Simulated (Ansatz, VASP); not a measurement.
# Au (Au(110)) in two plane-wave programs

One calculation is typed for both programs; each brings its own data sets and cutoff. How far apart do they land?

Program: Ansatz 0.2.0. Level of theory: plane waves, with VASP 6.6.1 beside it; band structure at PBE. Results are calculated unless marked as measured.

## Step 1: The starting structure

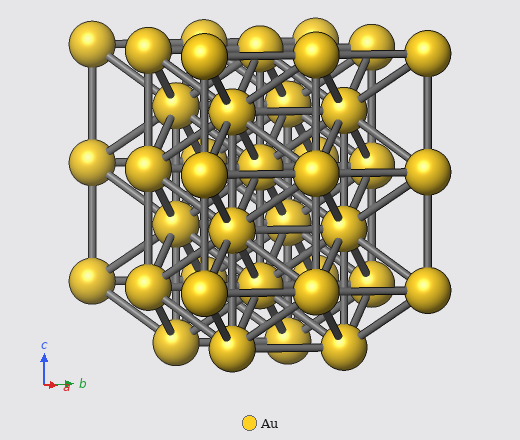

The starting structure, seen from the side, with the c axis up (gold yellow). 2×2×1 cells are drawn. Some periodic images of atoms are drawn too.

The cell holds 6 atoms: 6 Au. Its edges and angles: a = 4.080 Å, b = 2.885 Å, c = 25.212 Å, α = 90.0°, β = 90.0°, γ = 90.0°. Vacuum lies along c.

## Step 2: VASP: band structure, PBE

Levels along a path test the potential and the projectors away from the mesh points.

Lines of VASP's logs that name or quote its potential files are left out, and so is its time.

INCAR reads:

```
SYSTEM = Au
PREC = Normal
ENCUT = 300
EDIFF = 1E-06
NELM = 120
ISMEAR = -1
SIGMA = 0.1
LREAL = .FALSE.
ALGO = Fast
GGA = PE
NBANDS = 50
LORBIT = 11
LWAVE = .FALSE.
LCHARG = .TRUE.
IDIPOL = 3
LDIPOL = .TRUE.
DIPOL = 0.5 0.5 0.5
LVHAR = .TRUE.
LVACPOTAV = .TRUE.
LELF = .TRUE.
NEDOS = 1500
```

POSCAR reads:

```
Au
1.0
    4.0800000000      0.0000000000      0.0000000000
    0.0000000000      2.8849956672      0.0000000000
    0.0000000000      0.0000000000     25.2124891681
Au
6
Direct
    0.5000000000      0.5000000000      0.3569659441
    0.0000000000      0.0000000000      0.4141795665
    0.5000000000      0.5000000000      0.4713931888
    0.0000000000      0.0000000000      0.5286068112
    0.5000000000      0.5000000000      0.5858204335
    0.0000000000      0.0000000000      0.6430340559
```

KPOINTS reads:

```
Automatic mesh
0
Gamma
12 18 1
0 0 0
```

KPOINTS_OPT reads:

```
Line mode
14
Line-mode
Reciprocal
  0.00000000   0.00000000   0.00000000 GAMMA
 -0.50000000   0.00000000   0.00000000 X

 -0.50000000   0.00000000   0.00000000 X
 -0.50000000  -0.50000000   0.00000000 S

 -0.50000000  -0.50000000   0.00000000 S
  0.00000000  -0.50000000   0.00000000 Y

  0.00000000  -0.50000000   0.00000000 Y
  0.00000000   0.00000000   0.00000000 GAMMA

  0.00000000   0.00000000   0.00000000 GAMMA
 -0.50000000  -0.50000000   0.00000000 S
```

PAW data sets: Au (PBE family, release 64).

Started as:

```sh
> mpirun -np 2 vasp_std
```

Numbers of over 12 decimals in the logs are rounded to 6 here.

The program printed:

```text
[banner, memory and clock lines left out]
running    2 mpi-ranks, on    1 nodes
 distrk:  each k-point on    2 cores,    1 groups
 distr:  one band on    1 cores,    2 groups

 POSCAR found type information on POSCAR Au
 POSCAR found :  1 types and       6 ions
 LDA part: xc-table for (Slater+PW92), standard interpolation
 POSCAR, INCAR and KPOINTS ok, starting setup
 FFT: planning ... GRIDC
 FFT: planning ... GRID_SOFT
 FFT: planning ... GRID
 WAVECAR not read
 entering main loop
       N       E                     dE             d eps       ncg     rms          rms(c)
DAV:   1     0.319536009226E+03    0.31954E+03   -0.21617E+04  7216   0.721E+02
DAV:   2    -0.656398799854E+01   -0.32610E+03   -0.29888E+03  8220   0.195E+02
DAV:   3    -0.192719435211E+02   -0.12708E+02   -0.12476E+02  8106   0.382E+01
DAV:   4    -0.194195370650E+02   -0.14759E+00   -0.14750E+00  8278   0.437E+00
DAV:   5    -0.194220229783E+02   -0.24859E-02   -0.24857E-02  8072   0.569E-01    0.193E+01
RMM:   6    -0.180529129291E+02    0.13691E+01   -0.32709E+00  7437   0.797E+00    0.133E+01
RMM:   7    -0.180378855139E+02    0.15027E-01   -0.88553E-01  7179   0.360E+00    0.407E+00
RMM:   8    -0.179658365765E+02    0.72049E-01   -0.26777E-01  7853   0.191E+00    0.152E+00
RMM:   9    -0.179451121454E+02    0.20724E-01   -0.24035E-02  7394   0.664E-01    0.299E-01
RMM:  10    -0.179447019089E+02    0.41024E-03   -0.24298E-03  7750   0.210E-01    0.879E-02
RMM:  11    -0.179447722039E+02   -0.70295E-04   -0.24647E-04  8134   0.628E-02    0.475E-02
RMM:  12    -0.179448199250E+02   -0.47721E-04   -0.48958E-05  8476   0.298E-02    0.153E-02
WARNING in EDDRMM: call to ZHEGV failed, returncode =   8  4     25
RMM:  13    -0.179448237254E+02   -0.38005E-05   -0.10597E-05  8411   0.130E-02    0.808E-03
RMM:  14    -0.179448405427E+02   -0.16817E-04   -0.38251E-06  7215   0.727E-03    0.346E-03
RMM:  15    -0.179448402998E+02    0.24290E-06   -0.11349E-06  6086   0.384E-03
|                                                                             |
|           W    W    AA    RRRRR   N    N  II  N    N   GGGG   !!!           |
|           W    W   A  A   R    R  NN   N  II  NN   N  G    G  !!!           |
|           W    W  A    A  R    R  N N  N  II  N N  N  G       !!!           |
|           W WW W  AAAAAA  RRRRR   N  N N  II  N  N N  G  GGG   !            |
|           WW  WW  A    A  R   R   N   NN  II  N   NN  G    G                |
|           W    W  A    A  R    R  N    N  II  N    N   GGGG   !!!           |
|                                                                             |
|     Did not find any points to average over, which means that no vacuum     |
|     field-free region was found. Please increase the size of  your cell     |
|     in the dimension of the dipole correction to obtain accurate            |
|     workfunction values.                                                    |
|                                                                             |

   1 F= -.17944840E+02 E0= -.17912346E+02  d E =-.649892E-01
 Start KPOINTS_OPT (optional k-point list driver)
k-point batch [1-70\70]
       N       E                     dE             ncg
DAV:   1     0.571255374183E+04   -0.77615E+05     7320
DAV:   2    -0.170507380786E+05   -0.22763E+05     8280
DAV:   3    -0.178651601483E+05   -0.81442E+03     8078
DAV:   4    -0.178750880745E+05   -0.99279E+01     8388
DAV:   5    -0.178752730207E+05   -0.18495E+00     8060
DAV:   6    -0.178752795736E+05   -0.65529E-02     8474
DAV:   7    -0.178752798072E+05   -0.23360E-03     7850
DAV:   8    -0.178752798164E+05   -0.91735E-05     6104
DAV:   9    -0.178752798172E+05   -0.84600E-06     4736
```

Parts of OUTCAR (step 2):

```text
ion  position               nearest neighbor table
   1  0.500  0.500  0.357-   3 2.88   2 2.88   2 2.88   2 2.88   2 2.88
   2  0.000  0.000  0.414-   3 2.88   3 2.88   3 2.88   3 2.88   4 2.88   1 2.88   1 2.88   1 2.88
                             1 2.88
   3  0.500  0.500  0.471-   2 2.88   2 2.88   2 2.88   2 2.88   5 2.88   1 2.88   4 2.88   4 2.88
                             4 2.88   4 2.88
   4  0.000  0.000  0.529-   5 2.88   5 2.88   5 2.88   5 2.88   2 2.88   6 2.88   3 2.88   3 2.88
                             3 2.88   3 2.88
   5  0.500  0.500  0.586-   4 2.88   4 2.88   4 2.88   4 2.88   3 2.88   6 2.88   6 2.88   6 2.88
                             6 2.88
   6  0.000  0.000  0.643-   4 2.88   5 2.88   5 2.88   5 2.88   5 2.88

  LATTYP: Found a simple orthorhombic cell.
 ALAT       =     2.8849956672
 B/A-ratio  =     1.4142135624
 C/A-ratio  =     8.7391774812

 Subroutine GETGRP returns: Found  8 space group operations
 (whereof  4 operations were pure point group operations)

The static configuration has the point symmetry C_2v.
 The point group associated with its full space group is D_2h.

 Found     70 irreducible k-points:

   k-points           NKPTS =     70   k-points in BZ     NKDIM =     70   number of bands    NBANDS=     50

   dimension x,y,z NGX =    18 NGY =   12 NGZ =  108
   dimension x,y,z NGXF=    36 NGYF=   24 NGZF=  216

   ENCUT  =  300.0 eV  22.05 Ry    4.70 a.u.   5.76  4.07 35.61*2*pi/ulx,y,z

   NELECT =      66.0000    total number of electrons

 k-points in reciprocal lattice and weights: Automatic mesh
   0.00000000  0.00000000  0.00000000       0.005
   0.08333333  0.00000000  0.00000000       0.009
   0.16666667  0.00000000  0.00000000       0.009
   0.25000000  0.00000000  0.00000000       0.009
   0.33333333  0.00000000  0.00000000       0.009
   0.41666667  0.00000000  0.00000000       0.009
   0.50000000  0.00000000  0.00000000       0.005
   0.00000000  0.05555556  0.00000000       0.009
   0.08333333  0.05555556  0.00000000       0.019
[...]
0.41666667  0.50000000  0.00000000       0.009
   0.50000000  0.50000000  0.00000000       0.005

 dipolmoment           0.000000      0.000000      0.000000 electrons x Angstroem

 average (electrostatic) potential at core
       1 -72.9273       2 -73.4935       3 -73.6319       4 -73.6319       5 -73.4935
       6 -72.9273

 E-fermi :  -0.0428

 k-point     1 :       0.0000    0.0000    0.0000
  band No.  band energies     occupation
    ...
     30      -2.0208      2.00000
     31      -1.8714      2.00000
     32      -1.8448      2.00000
     33      -1.6326      2.00000
     34      -0.5401      1.98625
     35       1.5872      0.00000
     36       2.2139      0.00000
     37       3.7726      0.00000
     38       4.6316      0.00000
     39       4.6906      0.00000
    ...

 k-point     2 :       0.0833    0.0000    0.0000
  band No.  band energies     occupation
    ...
     30      -2.0473      2.00000
     31      -1.8708      2.00000
     32      -1.8152      2.00000
     33      -1.6699      2.00000
     34      -0.5140      1.98217
     35       1.5968      0.00000
     36       1.6295      0.00000
     37       3.8788      0.00000
     38       3.9005      0.00000
     39       4.7486      0.00000
    ...

 k-point     3 :       0.1667    0.0000    0.0000
  band No.  band energies     occupation
    ...
     30      -2.0817      2.00000
     31      -1.8751      2.00000
     32      -1.7747      2.00000
     33      -1.7662      2.00000
     34      -0.4507      1.96671
     35       0.4898      0.00968
     36       1.7014      0.00000
     37       2.6563      0.00000
     38       4.0503      0.00000
     39       4.7427      0.00000
    ...

  Total        1.3062642     -0.2686781      2.7472034      0.0000000      0.0000000      0.0000000
  in kB        7.0521338     -1.4505137     14.8313387      0.0000000      0.0000000      0.0000000
  external PRESSURE =       6.8109862 kB  Pullay stress =       0.0000000 kB

  energy-cutoff  :      300.00
  volume of cell :      296.77
      direct lattice vectors                 reciprocal lattice vectors
     4.080000000  0.000000000  0.000000000     0.245098039  0.000000000  0.000000000
     0.000000000  2.884995667  0.000000000     0.000000000  0.346620971  0.000000000
     0.000000000  0.000000000 25.212489168     0.000000000  0.000000000  0.039662883

 POSITION                                       TOTAL-FORCE (eV/Angst)
 -----------------------------------------------------------------------------------
      2.04000      1.44250      9.00000         0.000000      0.000000     -0.031994
      0.00000      0.00000     10.44250         0.000000      0.000000     -0.730817
      2.04000      1.44250     11.88500         0.000000      0.000000      0.077545
      0.00000      0.00000     13.32749         0.000000      0.000000     -0.077545
      2.04000      1.44250     14.76999         0.000000      0.000000      0.730817
      0.00000      0.00000     16.21249         0.000000      0.000000      0.031994
 -----------------------------------------------------------------------------------
    total drift:                                0.000000      0.000000      0.000000

  FREE ENERGIE OF THE ION-ELECTRON SYSTEM (eV)
  ---------------------------------------------------
  free  energy   TOTEN  =       -17.9448402998 eV

  energy  without entropy=      -17.8798511313  energy(sigma->0) =      -17.91234572

 vacuum level on the upper side and lower side of the slab         4.919         4.919

 total charge
# of ion       s       p       d       tot
------------------------------------------
    1        0.562   0.206   8.793   9.561
    2        0.539   0.327   8.755   9.621
    3        0.533   0.351   8.766   9.650
    4        0.533   0.351   8.766   9.650
    5        0.539   0.327   8.755   9.621
    6        0.562   0.206   8.793   9.561
--------------------------------------------------
tot          3.270   1.768  52.626  57.664

[... 3 further parts left out ...]
```

[end of part 1 of 2]

[Lines on the potential files, build, host, timing and source positions are cut from VASP's logs without a mark.]

[Logs are printed without paths, hosts, clocks, repeated set-up lines and the standing remarks that a program may print on its own settings, such as how far it seeks lower states.]

[Hosts, paths, dates, database ids (printed as entryN), source tags and the programs' standing remarks are cut or masked in the printed files.]
